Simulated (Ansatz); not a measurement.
Cell of MoSi2N4-NoverMo on MoSi2N4-NoverMo on MoSi2N4-NoverMo (facing atoms over hollows or bridges), atoms relaxed in a fixed cell:

```
CELL_PARAMETERS angstrom
      2.88593     0.00000     0.00000
     -1.44297     2.49929     0.00000
      0.00000     0.00000    45.20000
ATOMIC_POSITIONS crystal
  N  0.33333 0.66667 0.19943
  Si 0.00000 0.00000 0.21105
  N  0.00000 0.00000 0.24978
  Mo 0.33333 0.66667 0.27750
  N  0.00000 0.00000 0.30521
  Si 0.00000 0.00000 0.34393
  N  0.33333 0.66667 0.35549
  N  0.66667 0.33333 0.42202
  Si 0.00000 0.00000 0.43358
  N  0.00000 0.00000 0.47229
  Mo 0.66667 0.33333 0.50000
  N  0.00000 0.00000 0.52771
  Si 0.00000 0.00000 0.56642
  N  0.66667 0.33333 0.57798
  N  0.33333 0.66667 0.64451
  Si 0.00000 0.00000 0.65607
  N  0.00000 0.00000 0.69479
  Mo 0.33333 0.66667 0.72250
  N  0.00000 0.00000 0.75022
  Si 0.00000 0.00000 0.78895
  N  0.33333 0.66667 0.80057
```

All values below come from PBE+D3(BJ) (plane waves to 420 eV, PAW; Ansatz, an electronic-structure program). Spin–orbit coupling is left out; the runs are not spin-polarised. Its k-point mesh 12×12×1, Fermi–Dirac width 0.01 eV. A dipole correction is on.

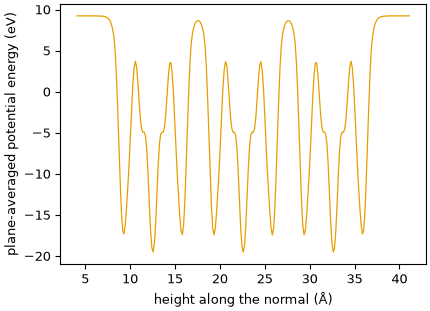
Fig. 1. Smooth (PAW) electrostatic potential energy of an electron, averaged over planes, about its mean

The curve spans 28.8 eV over the stretch drawn.
